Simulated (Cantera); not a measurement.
Input: 1 mol CH₂F₂, 3.7 mol H₂, equilibrated at 0.000630 bar.

Equilibrium computed with Cantera from the NASA thermochemical tables; the gas is ideal and each condensed phase is pure. Candidate condensed phases: C, C₆H₆, C₇H₈, C₈H₁₈; 95 gas species. Equilibrium is a limit: real reactors are often held back by kinetics, nucleation or transport.

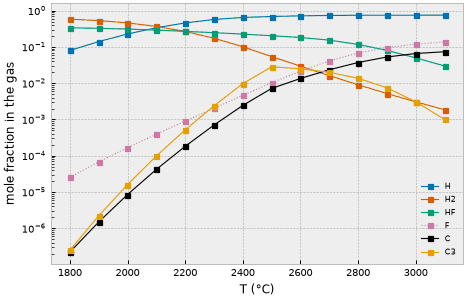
*Equilibrium gas composition (values under 1e-9 drawn at 1e-9)*

Question: Read off the mole fractions at 2400 °C.

Answer: H about 0.65, HF about 0.23, H₂ about 0.10, C₃ about 0.0097, F about 0.0046, C about 0.0024.
